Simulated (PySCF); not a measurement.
**C₇H₁₂O₂Si: density, localisation and related maps**

```csv
atom,x (Å),y (Å),z (Å)
C,3.9407,-0.6795,-0.2633
O,2.7156,-1.3346,-0.4016
Si,1.2271,-0.7581,-0.6921
C,0.6571,0.4400,0.6895
C,-0.7680,0.9080,0.5010
C,-0.9920,2.1561,0.2347
O,-1.1537,3.2934,0.0041
C,-1.8499,-0.1092,0.5741
C,-2.6084,-0.5042,-0.6657
C,-3.2888,0.2801,0.4133
H,4.2471,-0.2316,-1.2117
H,4.6839,-1.4181,0.0401
H,3.8873,0.1055,0.4945
H,0.5103,-2.0230,-0.6761
H,1.1447,-0.0259,-1.9609
H,1.3125,1.3131,0.7281
H,0.7311,-0.0519,1.6637
H,-1.6237,-0.9030,1.2755
H,-2.8761,-1.5417,-0.7947
H,-2.3660,0.0029,-1.5865
H,-4.0267,-0.2175,1.0241
H,-3.5144,1.3185,0.2237
```

Geometry: GFN2-xTB.

These are results of PySCF, PBE0/pcSseg-1, SCF density, gas phase, non-relativistic, not measurements.

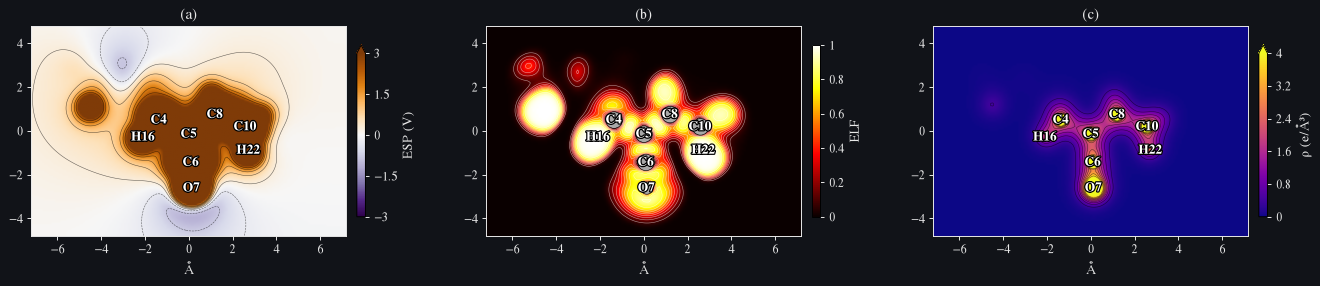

Figure 1. (a) electrostatic potential; (b) electron localisation function; (c) total electron density on the plane of atoms C5, C8 and C10. Grey discs cover the atomic cores in the ELF map.

What does the map show?

The section cuts through C, O and H sites. C–O (1.17 Å): ρ at the midpoint is about 3.5 e/Å³; the ELF peaks at about 0.85 between the atoms; a short, multiple covalent bond. C–C (1.30 Å): ρ at the midpoint is about 2.3 e/Å³; the ELF peaks at about 0.90 between the atoms (a short, multiple covalent bond). C–H (1.09 Å): ρ is about 1.9 e/Å³ halfway; the ELF climbs to about 1 towards the hydrogen, as it does in any bond to H: an ordinary covalent bond to hydrogen. C–C (1.49 Å): the density is about 1.7 e/Å³ at the midpoint; the ELF peaks at about 0.95 between the atoms, as expected for localised, covalent bonding. The ELF also peaks beside O7, away from the bonds: lone-pair regions. Outside the dense part of the molecule the potential is most negative (−1.1 V) near O7.

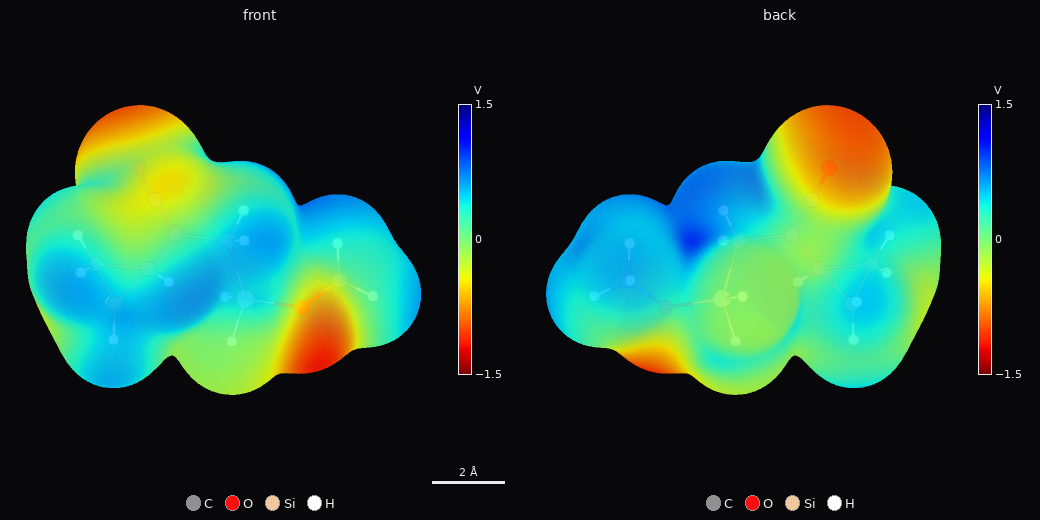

Figure 2. The molecular electrostatic potential painted on the density surface at 0.001 e/bohr³, seen from the front and from behind; the colour scale runs from red (negative) to blue (positive).

Where is the surface potential most negative and most positive?

The most negative region (about −1.1 V, or −25 kcal/mol for a unit charge) lies over O2, the most positive (about +0.9 V, or +21 kcal/mol for a unit charge) over C1, Si3 and H16. O2 is the likeliest acceptor of a hydrogen bond.
